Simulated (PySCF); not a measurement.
**C₂H₂F₂S: electronic excitations at several levels of theory**

How much do the electronic excitations of C₂H₂F₂S (`F[C@@H]1S[C@@H]1F`) depend on the level of theory, and what does each level cost?

The runs use PySCF 2.14.0, with density-fitted response routines of our own; the level of theory stands in each step. All values are computed, except where a source is named. Atoms are numbered from 0 throughout.

### 1 The molecule as given

7 atoms, charge 0, multiplicity 1; geometry from: GFN2-xTB.

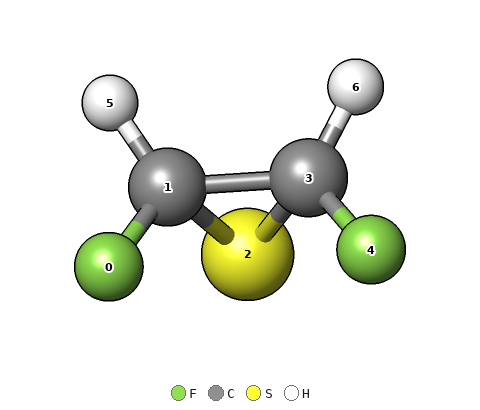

The starting geometry (fluorine green, carbon grey, sulfur yellow, hydrogen white), atoms numbered.

### 2 Relaxing the molecule at PBE0-D3(BJ)/def2-SVP

What the job is given:

```
{"job": {"xc": "PBE0", "basis": "def2-SVP", "d3": "d3bj", "grid": 1, "kind": "geom"}, "charge": 0, "multiplicity": 1}
F     -1.160757    -0.923471    -1.005531
C     -0.741476    -0.072870    -0.053186
S     -0.039138     1.501596    -0.575457
C      0.720505     0.057849     0.188828
F      1.561042    -0.680259    -0.556159
H     -1.442807    -0.052936     0.776396
H      1.105965     0.174995     1.198032
```

The program printed:

```text
step   0  E = -674.49765590  max force = 0.009838
step   1  E = -674.49460632  max force = 0.009478
step   2  E = -674.49729004  max force = 0.006661
step   3  E = -674.49817511  max force = 0.006841
step   4  E = -674.49828669  max force = 0.003809
step   5  E = -674.49832480  max force = 0.000457
step   6  E = -674.49832561  max force = 0.000178
optimisation converged
```

Wall time 12 s (1 thread, shared host).

Step by step: (the energy doesn't fall at every step)

```csv
step,energy from step 0 (eV),largest force component (eV/Å)
0,0.0000,0.5059
1,0.0830,0.4874
2,0.0100,0.3425
3,-0.0141,0.3518
4,-0.0172,0.1959
5,-0.0182,0.0235
6,-0.0182,0.0092
```

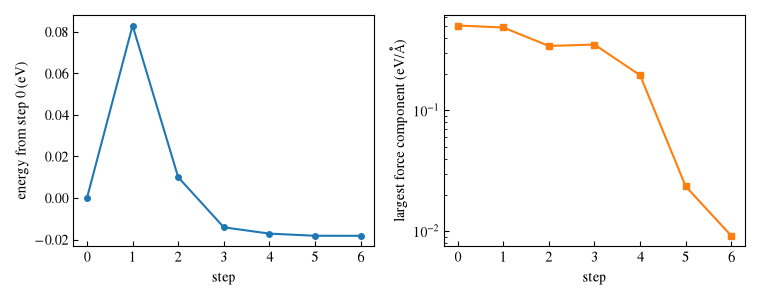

Energy and largest force along the relaxation.

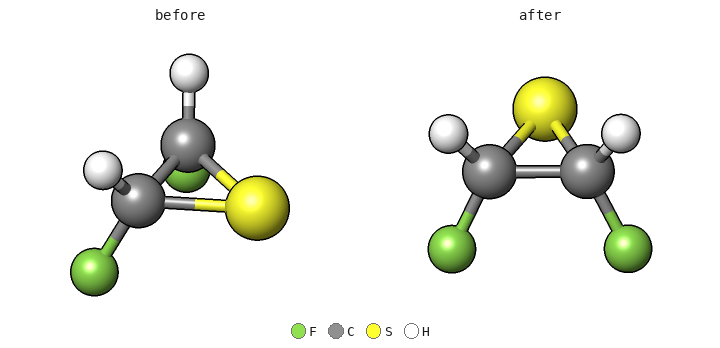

Before and after, at one scale.

Distances of close pairs at the start and the end, largest changes first:

```csv
bond,before (Å),after (Å),change (Å)
C1–C3,1.488,1.475,-0.012
C1–H5,1.086,1.097,+0.011
C3–H6,1.087,1.097,+0.010
C3–F4,1.344,1.340,-0.004
F0–C1,1.344,1.340,-0.004
C1–S2,1.801,1.804,+0.002
S2–C3,1.802,1.803,+0.002
```

The next job starts from the end point, and lists it.

```csv
at the end point,value
point group (found at 0.08 Å tolerance),Cs
"rotational constants (GHz, main isotopes)","5.095, 4.487, 2.790"
dipole moment (D),2.48
```

### 3 Ultraviolet spectrum: PBE0/aug-cc-pVDZ

What the job is given:

```
{"job": {"kind": "uv", "xc": "PBE0", "basis": "aug-cc-pVDZ"}, "charge": 0, "multiplicity": 1}
F      1.271638    -1.131311    -0.444829
C      0.352361    -0.551512     0.339788
S     -1.390051    -0.829844    -0.034474
C     -0.339859     0.623828    -0.222444
F      0.023395     0.991312    -1.458882
H      0.641293    -0.586152     1.397563
H     -0.582235     1.491244     0.404090
```

Level: TDDFT PBE0/aug-cc-pVDZ, vertical, gas phase, core orbitals frozen in the response.

The program printed:

```text
coarse grid: 7208 points
cycle   1  E = -674.8063399689  dE =  8.373e-01  |g| = 5.706e-01  |ddm| = 5.181e+00
cycle   2  E = -674.7139308841  dE =  9.241e-02  |g| = 9.213e-01  |ddm| = 1.746e+00
cycle   3  E = -674.8673266155  dE = -1.534e-01  |g| = 4.201e-02  |ddm| = 1.122e+00
cycle   4  E = -674.8676671422  dE = -3.405e-04  |g| = 1.747e-02  |ddm| = 9.209e-02
cycle   5  E = -674.8677332900  dE = -6.615e-05  |g| = 8.318e-03  |ddm| = 4.074e-02
cycle   6  E = -674.8677493658  dE = -1.608e-05  |g| = 1.827e-03  |ddm| = 1.515e-02
cycle   7  E = -674.8677503084  dE = -9.425e-07  |g| = 1.637e-04  |ddm| = 4.408e-03
final grid: 68120 points
cycle   8  E = -674.8756318914  dE = -1.768e-05  |g| = 8.139e-03  |ddm| = 8.387e-02
cycle   9  E = -674.8756057506  dE =  2.614e-05  |g| = 1.317e-02  |ddm| = 3.458e-02
cycle  10  E = -674.8756472664  dE = -4.152e-05  |g| = 5.293e-04  |ddm| = 2.084e-02
cycle  11  E = -674.8756473437  dE = -7.722e-08  |g| = 2.172e-04  |ddm| = 1.112e-03
cycle  12  E = -674.8756473536  dE = -9.926e-09  |g| = 6.766e-05  |ddm| = 3.649e-04
cycle  13  E = -674.8756473544  dE = -8.188e-10  |g| = 1.275e-05  |ddm| = 1.064e-04
converged SCF energy = -674.8756473544

Static polarisability (au): isotropic 45.295, principal 39.801 43.159 52.927

Singlet excitations
state   eV       nm        f      main configurations
  1   5.4730    226.5   0.00003   H->L 0.97
  2   6.5032    190.7   0.04013   H->L+1 0.94
  3   6.8765    180.3   0.01478   H->L+2 0.95
  4   7.2203    171.7   0.00325   H->L+4 0.73, H-2->L 0.23
  5   7.3091    169.6   0.02278   H-1->L 0.93
  6   7.5090    165.1   0.01555   H->L+3 0.93
  7   7.6836    161.4   0.01798   H-1->L+1 0.58, H-2->L 0.24
  8   7.9015    156.9   0.00101   H-2->L+1 0.93
  9   7.9112    156.7   0.02518   H-1->L+1 0.32, H-2->L 0.26, H-1->L+2 0.21
 10   8.3007    149.4   0.03492   H-2->L+2 0.84

Triplet excitations (Tamm-Dancoff, eV): 4.9830 6.1159 6.1721 6.2393
```

Run time: 7.6 s. Hardware: 1 thread, shared host.

Frontier orbitals and where they lie:

```csv
orbital,eV,atoms
HOMO−3,-11.47,"F0 30 %, F4 30 %, C3 11 %"
HOMO−2,-9.26,"S2 41 %, C3 16 %, C1 15 %"
HOMO−1,-9.13,"S2 29 %, C1 22 %, C3 21 %"
HOMO,-7.75,"S2 75 %, C3 8 %, C1 8 %"
LUMO,-0.46,"S2 54 %, C1 16 %, C3 16 %"
LUMO+1,-0.18,"H6 35 %, H5 35 %, C3 10 %"
LUMO+2,0.39,"S2 45 %, C3 22 %, C1 22 %"
```

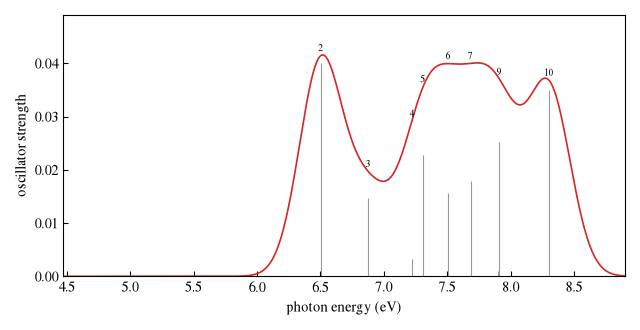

Absorption spectrum from the 10 singlet states computed; above the last one it falls off for lack of states. Lines are broadened to a width of 0.40 eV (Gaussian).

Further results of this job:

```csv
property,computed
dipole moment (D),2.46
polarisability (Å³),6.71
HOMO–LUMO gap (eV),7.29
−ε(HOMO) (eV),7.75
```

### 4 Excited states and response: PBE0/aug-cc-pVTZ

The job, as its differences from that of step 3:

```diff
@@ -1,2 +1,2 @@
-{"job": {"kind": "uv", "xc": "PBE0", "basis": "aug-cc-pVDZ"}, "charge": 0, "multiplicity": 1}
+{"job": {"kind": "uv", "xc": "PBE0", "basis": "aug-cc-pVTZ"}, "charge": 0, "multiplicity": 1}
 F      1.271638    -1.131311    -0.444829
```

With the program's defaults for keys left out, this is: TDDFT PBE0/aug-cc-pVTZ, vertical, gas phase, core orbitals frozen in the response.

The program printed:

```text
coarse grid: 7208 points
cycle   1  E = -674.8903577803  dE =  8.166e-01  |g| = 6.219e-01  |ddm| = 4.940e+00
cycle   2  E = -674.7898889564  dE =  1.005e-01  |g| = 1.011e+00  |ddm| = 1.601e+00
cycle   3  E = -674.9553252223  dE = -1.654e-01  |g| = 4.927e-02  |ddm| = 9.919e-01
cycle   4  E = -674.9557442200  dE = -4.190e-04  |g| = 2.164e-02  |ddm| = 8.660e-02
cycle   5  E = -674.9558453073  dE = -1.011e-04  |g| = 8.820e-03  |ddm| = 3.642e-02
cycle   6  E = -674.9558617570  dE = -1.645e-05  |g| = 2.588e-03  |ddm| = 1.421e-02
cycle   7  E = -674.9558633867  dE = -1.630e-06  |g| = 2.606e-04  |ddm| = 4.015e-03
final grid: 68120 points
cycle   8  E = -674.9609075670  dE = -4.861e-05  |g| = 8.388e-03  |ddm| = 1.751e-01
cycle   9  E = -674.9608826451  dE =  2.492e-05  |g| = 1.311e-02  |ddm| = 2.764e-02
cycle  10  E = -674.9609219919  dE = -3.935e-05  |g| = 8.622e-04  |ddm| = 1.731e-02
cycle  11  E = -674.9609221909  dE = -1.990e-07  |g| = 2.392e-04  |ddm| = 1.381e-03
cycle  12  E = -674.9609222010  dE = -1.011e-08  |g| = 9.238e-05  |ddm| = 3.444e-04
cycle  13  E = -674.9609222022  dE = -1.190e-09  |g| = 2.264e-05  |ddm| = 1.176e-04
cycle  14  E = -674.9609222023  dE = -1.301e-10  |g| = 2.654e-06  |ddm| = 3.679e-05
converged SCF energy = -674.9609222023

Static polarisability (au): isotropic 45.864, principal 40.442 43.799 53.351

Singlet excitations
state   eV       nm        f      main configurations
  1   5.4030    229.5   0.00004   H->L 0.97
  2   6.4888    191.1   0.03870   H->L+1 0.94
  3   6.8547    180.9   0.01433   H->L+2 0.95
  4   7.1707    172.9   0.00473   H->L+4 0.68, H-2->L 0.25
  5   7.2336    171.4   0.02312   H-1->L 0.93
  6   7.4643    166.1   0.01214   H->L+3 0.92
  7   7.6294    162.5   0.02014   H-1->L+1 0.49, H-2->L 0.28, H->L+4 0.11
  8   7.8515    157.9   0.02186   H-1->L+1 0.39, H-2->L 0.19, H-1->L+2 0.14
  9   7.8622    157.7   0.00096   H-2->L+1 0.92
 10   8.1238    152.6   0.04641   H->L+5 0.73, H-1->L+2 0.10, H->L+7 0.10

Triplet excitations (Tamm-Dancoff, eV): 4.8957 6.0299 6.1108 6.1591
```

Wall time 21 s (1 thread, shared host).

Key values: HOMO -7.75 eV, LUMO -0.51 eV; lowest singlet 5.40 eV.

### 5 Excited states and response: PBE0/def2-TZVPD

The job, as its differences from that of step 4:

```diff
@@ -1,2 +1,2 @@
-{"job": {"kind": "uv", "xc": "PBE0", "basis": "aug-cc-pVTZ"}, "charge": 0, "multiplicity": 1}
+{"job": {"kind": "uv", "xc": "PBE0", "basis": "def2-TZVPD"}, "charge": 0, "multiplicity": 1}
 F      1.271638    -1.131311    -0.444829
```

Level: TDDFT PBE0/def2-TZVPD, vertical, gas phase, core orbitals frozen in the response.

The program printed:

```text
coarse grid: 7208 points
cycle   1  E = -674.8955379313  dE =  8.149e-01  |g| = 6.283e-01  |ddm| = 2.325e+00
cycle   2  E = -674.7929763818  dE =  1.026e-01  |g| = 1.019e+00  |ddm| = 9.004e-01
cycle   3  E = -674.9616261144  dE = -1.686e-01  |g| = 5.190e-02  |ddm| = 5.425e-01
cycle   4  E = -674.9620858500  dE = -4.597e-04  |g| = 2.176e-02  |ddm| = 7.382e-02
cycle   5  E = -674.9621863298  dE = -1.005e-04  |g| = 8.732e-03  |ddm| = 3.139e-02
cycle   6  E = -674.9622023702  dE = -1.604e-05  |g| = 2.974e-03  |ddm| = 9.861e-03
cycle   7  E = -674.9622043887  dE = -2.018e-06  |g| = 2.255e-04  |ddm| = 2.994e-03
final grid: 68120 points
cycle   8  E = -674.9672544157  dE = -4.785e-05  |g| = 8.124e-03  |ddm| = 8.806e-02
cycle   9  E = -674.9672311540  dE =  2.326e-05  |g| = 1.235e-02  |ddm| = 1.499e-02
cycle  10  E = -674.9672674653  dE = -3.631e-05  |g| = 1.045e-03  |ddm| = 1.012e-02
cycle  11  E = -674.9672677549  dE = -2.896e-07  |g| = 1.678e-04  |ddm| = 1.184e-03
cycle  12  E = -674.9672677596  dE = -4.743e-09  |g| = 7.797e-05  |ddm| = 2.070e-04
cycle  13  E = -674.9672677604  dE = -7.383e-10  |g| = 2.253e-05  |ddm| = 4.962e-05
converged SCF energy = -674.9672677604

Static polarisability (au): isotropic 45.883, principal 40.468 43.807 53.374

Singlet excitations
state   eV       nm        f      main configurations
  1   5.3226    232.9   0.00002   H->L 0.98
  2   6.6419    186.7   0.04124   H->L+1 0.90
  3   6.8813    180.2   0.01124   H->L+2 0.94
  4   7.1730    172.8   0.02590   H-1->L 0.95
  5   7.2598    170.8   0.02343   H->L+3 0.55, H-2->L 0.33
  6   7.6728    161.6   0.01935   H-1->L+1 0.30, H-2->L 0.29, H->L+3 0.26
  7   7.7737    159.5   0.01072   H->L+4 0.94
  8   7.9250    156.4   0.02068   H-1->L+1 0.49, H->L+5 0.18, H->L+3 0.10
  9   7.9926    155.1   0.00067   H-2->L+1 0.93
 10   8.1139    152.8   0.03223   H->L+5 0.67, H-1->L+2 0.17, H-1->L+1 0.09

Triplet excitations (Tamm-Dancoff, eV): 4.8102 5.9714 6.0780 6.0942
```

Wall time 14 s (1 thread, shared host).

This run: HOMO -7.75 eV, LUMO -0.56 eV; lowest singlet 5.32 eV.

### 6 Ultraviolet spectrum: PBE0/6-31+G*

The job, as its differences from that of step 5:

```diff
@@ -1,2 +1,2 @@
-{"job": {"kind": "uv", "xc": "PBE0", "basis": "def2-TZVPD"}, "charge": 0, "multiplicity": 1}
+{"job": {"kind": "uv", "xc": "PBE0", "basis": "6-31+G*"}, "charge": 0, "multiplicity": 1}
 F      1.271638    -1.131311    -0.444829
```

Level: TDDFT PBE0/6-31+G*, vertical, gas phase, core orbitals frozen in the response.

The program printed:

```text
coarse grid: 7208 points
cycle   1  E = -674.7863983011  dE =  8.305e-01  |g| = 5.565e-01  |ddm| = 2.936e+00
cycle   2  E = -674.7004641868  dE =  8.593e-02  |g| = 8.934e-01  |ddm| = 1.640e+00
cycle   3  E = -674.8469894190  dE = -1.465e-01  |g| = 3.547e-02  |ddm| = 9.661e-01
cycle   4  E = -674.8472438079  dE = -2.544e-04  |g| = 1.433e-02  |ddm| = 6.633e-02
cycle   5  E = -674.8472868387  dE = -4.303e-05  |g| = 6.598e-03  |ddm| = 2.962e-02
cycle   6  E = -674.8472967029  dE = -9.864e-06  |g| = 1.807e-03  |ddm| = 1.427e-02
final grid: 68120 points
cycle   7  E = -674.8239811104  dE = -6.079e-06  |g| = 9.953e-03  |ddm| = 3.152e-02
cycle   8  E = -674.8239385356  dE =  4.257e-05  |g| = 1.604e-02  |ddm| = 3.807e-02
cycle   9  E = -674.8240070425  dE = -6.851e-05  |g| = 6.869e-04  |ddm| = 2.652e-02
cycle  10  E = -674.8240071639  dE = -1.214e-07  |g| = 1.520e-04  |ddm| = 1.791e-03
cycle  11  E = -674.8240071678  dE = -3.919e-09  |g| = 6.760e-05  |ddm| = 2.042e-04
cycle  12  E = -674.8240071685  dE = -7.212e-10  |g| = 1.640e-05  |ddm| = 7.445e-05
converged SCF energy = -674.8240071685

Static polarisability (au): isotropic 41.444, principal 35.554 38.959 49.819

Singlet excitations
state   eV       nm        f      main configurations
  1   5.4362    228.1   0.00000   H->L 0.98
  2   6.6829    185.5   0.04269   H->L+1 0.92
  3   6.9542    178.3   0.00978   H->L+2 0.93
  4   7.3207    169.4   0.03475   H-1->L 0.95
  5   7.4208    167.1   0.01614   H->L+3 0.65, H-2->L 0.31
  6   7.7888    159.2   0.01684   H-1->L+1 0.47, H-2->L 0.25, H->L+3 0.18
  7   7.8227    158.5   0.01482   H->L+4 0.94
  8   8.0320    154.4   0.01871   H-1->L+1 0.41, H-1->L+2 0.27, H-2->L 0.14
  9   8.0811    153.4   0.00058   H-2->L+1 0.95
 10   8.4095    147.4   0.03714   H-2->L+2 0.92

Triplet excitations (Tamm-Dancoff, eV): 4.9378 6.1315 6.2023 6.2207
```

Wall time 4.4 s (1 thread, shared host).

In short: HOMO -7.76 eV, LUMO -0.50 eV; lowest singlet 5.44 eV.

### 7 Comparing the runs: electronic excitations

Excitations and ground-state properties, with basis size and wall time:

```csv
run,lowest singlet (eV),brightest (eV),f,gap (eV),α (Å³),μ (D),functions,time
PBE0/aug-cc-pVDZ,5.47,6.50,0.040,7.29,6.71,2.46,137,7.6 s
PBE0/aug-cc-pVTZ,5.40,8.12,0.046,7.24,6.80,2.43,280,21 s
PBE0/def2-TZVPD,5.32,6.64,0.041,7.18,6.80,2.43,218,14 s
PBE0/6-31+G*,5.44,6.68,0.043,7.26,6.14,2.66,98,4.4 s
```

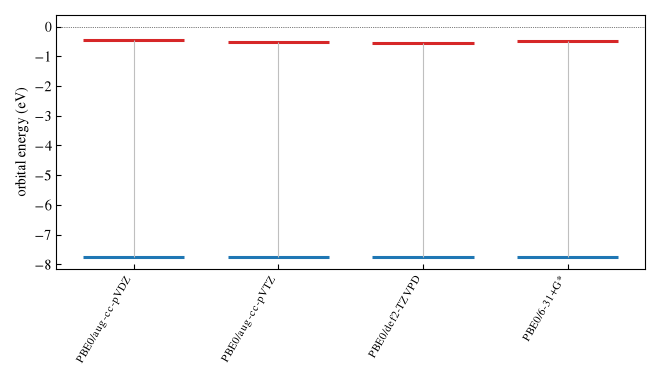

HOMO (blue) and LUMO (red) run by run.

### 8 Outcome

```
                                quantity                        value
                             point group                           Cs
    rotational constants (main isotopes)         5.09, 4.49, 2.79 GHz
       lowest singlet (PBE0/aug-cc-pVDZ)  5.47 eV (227 nm), f = 0.000
brightest single state of those computed  state 2, 6.50 eV, f = 0.040
                          lowest triplet                      4.98 eV
             range of the lowest singlet              5.32 to 5.47 eV
```

Single values in the summary come from the first run of each kind that ended normally (PBE0/aug-cc-pVDZ), which need not be the best level. Over 6 steps the energy fell by 0.018 eV; of the close pairs, C1–C3 changed most, 1.488 to 1.475 Å. No frequency check was run at this level, so the end point may be a saddle. The lowest singlet, at 5.47 eV, is HOMO→LUMO 0.97 and is dark; of the 10 states computed, the strongest absorption comes from state 2 at 6.50 eV (the last state computed is bright too, and its partners may lie past the list). The lowest triplet lies 0.49 eV below the lowest singlet (triplets in Tamm-Dancoff, singlets in full TDDFT). The lowest singlet runs from 5.32 eV (PBE0/def2-TZVPD) to 5.47 eV (PBE0/aug-cc-pVDZ), while the orbital gap spans 7.18 to 7.29 eV. The lowest state need not be the same one in every run. The runs solved for a few states only, so the brightest column depends on that window.
